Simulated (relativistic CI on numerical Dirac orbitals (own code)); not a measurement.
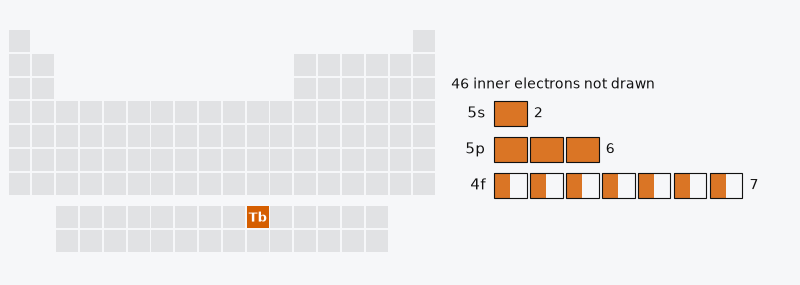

**Figure 1.** Left, the place of terbium in the periodic table; right, the outer shells of the leading configuration of the lowest level: a box for each of the 2l + 1 orbitals, shaded by the share of the shell that is filled, with the electron count at the right.

Relativistic CI calculation for Tb⁴⁺

- system: Tb⁴⁺.
- method: Dirac-Coulomb-Breit CI, KLI orbitals optimised for each configuration, model QED (radiative potential, 1s self-energy scaled to tabulated hydrogen-like ionisation energies) (relativistic CI on numerical Dirac orbitals, in-house)

**Summary**

- outcome: converged
- lowest level: 4f⁷ ⁸S°₇/₂
- first excited level: 4f⁷ ⁶P°₇/₂, 41,416 cm⁻¹
- levels computed: 327
- SCF iterations: 15
- hardware: 1 CPU thread, shared host

**Remarks**

Limits: configurations can be misplaced by up to about 7 % of their energy; term splittings are 10 to 25 % too wide when unscaled; not all moves of one electron into or out of the f shell are listed, so low levels are missing; one configuration only, which need not be the ion's lowest.

**The input**
```
atom Tb  Z=65  charge=4  electrons=61
nucleus A=159  rms_radius_fm=5.0600
hamiltonian dirac-coulomb  breit=on  qed=on  c_scale=1
orbitals kli  potential=per-configuration
slater_scale 1
correlation none
mixing on
configurations
  [Xe] 4f7
end
```

The program writes its results to a structured record and prints no log; tables and figures of this report are taken from that record.

**The lowest 20 levels**

| Configuration | Level | E (eV) | LS purity (%) | Landé g | Lifetime (s; – stable or not computed) |
| --- | --- | --- | --- | --- | --- |
| 4f⁷ | ⁸S°₇/₂ | 0 | 97 | 1.993 | – |
| 4f⁷ | ⁶P°₇/₂ | 5.135 | 78 | 1.680 | 1.7×10⁻² |
| 4f⁷ | ⁶P°₅/₂ | 5.221 | 85 | 1.843 | 2.2×10⁻² |
| 4f⁷ | ⁶P°₃/₂ | 5.302 | 91 | 2.352 | 8.1×10¹ |
| 4f⁷ | ⁶I°₇/₂ | 5.591 | 93 | 0.459 | 5.4×10¹ |
| 4f⁷ | ⁶I°₁₇/₂ | 5.637 | 96 | 1.289 | – |
| 4f⁷ | ⁶I°₉/₂ | 5.639 | 95 | 0.834 | 1.7×10² |
| 4f⁷ | ⁶I°₁₁/₂ | 5.677 | 96 | 1.036 | 3.2×10² |
| 4f⁷ | ⁶I°₁₅/₂ | 5.690 | 97 | 1.236 | 2.5×10² |
| 4f⁷ | ⁶I°₁₃/₂ | 5.697 | 97 | 1.157 | 2.2×10³ |
| 4f⁷ | ⁶D°₉/₂ | 6.347 | 93 | 1.543 | 2.4×10⁻¹ |
| 4f⁷ | ⁶D°₁/₂ | 6.479 | 99 | 3.310 | 1.3×10⁻¹ |
| 4f⁷ | ⁶D°₇/₂ | 6.494 | 82 | 1.587 | 9.8×10⁻² |
| 4f⁷ | ⁶D°₃/₂ | 6.515 | 90 | 1.886 | 1.7×10⁻¹ |
| 4f⁷ | ⁶D°₅/₂ | 6.535 | 83 | 1.669 | 1.1×10⁻¹ |
| 4f⁷ | J = 7/2 (odd, mixed) | 8.021 | 20 | 1.180 | 3.2×10⁻² |
| 4f⁷ | J = 5/2 (odd, mixed) | 8.157 | 36 | 1.059 | 5.1×10⁻² |
| 4f⁷ | J = 9/2 (odd, mixed) | 8.220 | 55 | 1.298 | 1.9×10⁻¹ |
| 4f⁷ | J = 11/2 (odd, mixed) | 8.232 | 52 | 1.365 | 2.0×10⁻¹ |
| 4f⁷ | [(4f₅/₂)⁴ (4f₇/₂)³] J = 3/2 | 8.299 | 43 | 0.559 | 8.9×10⁻² |

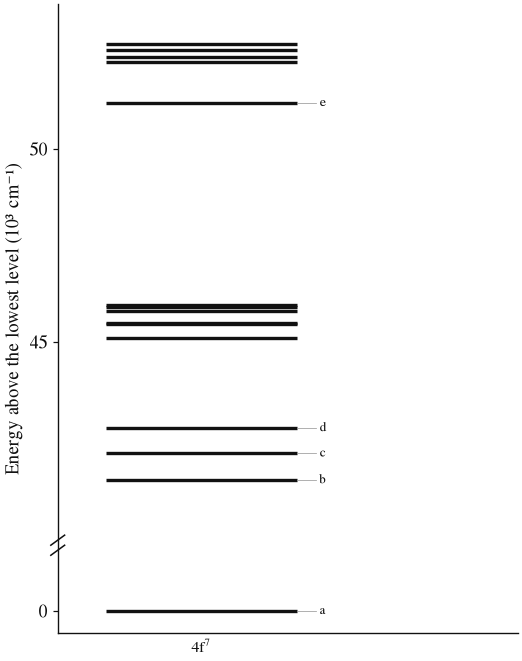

**Figure 2.** The lowest levels of Tb⁴⁺, with 5 of them lettered. a: 4f⁷ ⁸S°₇/₂ at 0; b: 4f⁷ ⁶P°₇/₂ at 41,420 cm⁻¹; c: 4f⁷ ⁶P°₅/₂ at 42,110 cm⁻¹; d: 4f⁷ ⁶P°₃/₂ at 42,770 cm⁻¹; e: 4f⁷ ⁶D°₉/₂ at 51,190 cm⁻¹.
